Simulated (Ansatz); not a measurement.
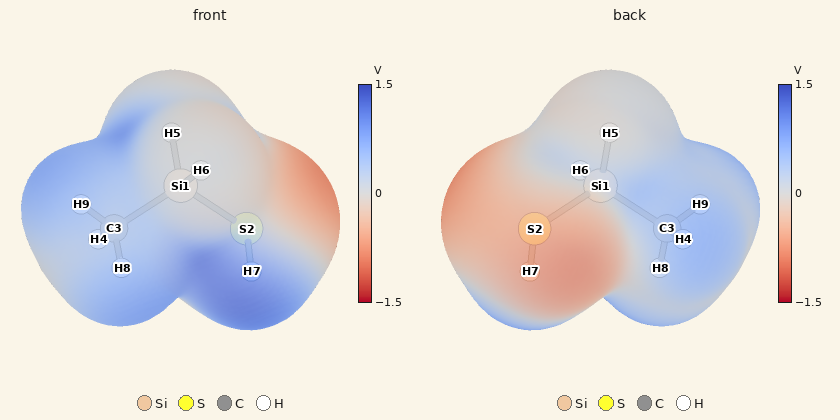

Figure 1: CH₆SSi. The molecular electrostatic potential painted on the density surface at 0.001 e/bohr³, seen from the front and from behind; red is negative and blue positive.

The reactant side of a reaction path; geometry: PBE0-D4/def2-TZVP.

All numbers below come from RKS PBE0-D4/def2-TZVPP in Ansatz.

Input file:

```
crystal:
  periodic: [false, false, false]
  atoms:
    - {symbol: Si, position_ang: [-0.474620, 0.630792, -0.084224]}
    - {symbol: S, position_ang: [0.894728, 1.381864, -1.551323]}
    - {symbol: C, position_ang: [-0.087835, -1.120177, 0.427181]}
    - {symbol: H, position_ang: [-0.096195, -1.785212, -0.438510]}
    - {symbol: H, position_ang: [-1.793879, 0.716242, -0.760815]}
    - {symbol: H, position_ang: [-0.481077, 1.517153, 1.110030]}
    - {symbol: H, position_ang: [1.968466, 1.316208, -0.745848]}
    - {symbol: H, position_ang: [0.897875, -1.179410, 0.894494]}
    - {symbol: H, position_ang: [-0.827361, -1.477559, 1.149117]}
basis:
  gaussian: {orbitals: def2-TZVPP}
hamiltonian: {xc: pbe0, dispersion: d4}
output: {orbitals: {seedname: orbitals}}
```

Command:

```sh
ansatz run in.yaml --threads 2 --pin off --events-out ev --progress --plain --max-ram 4352MiB
```

Describe the electrostatic potential map.

The most negative region (about −0.8 V) lies over S2, the most positive (about +1.1 V) over H7.
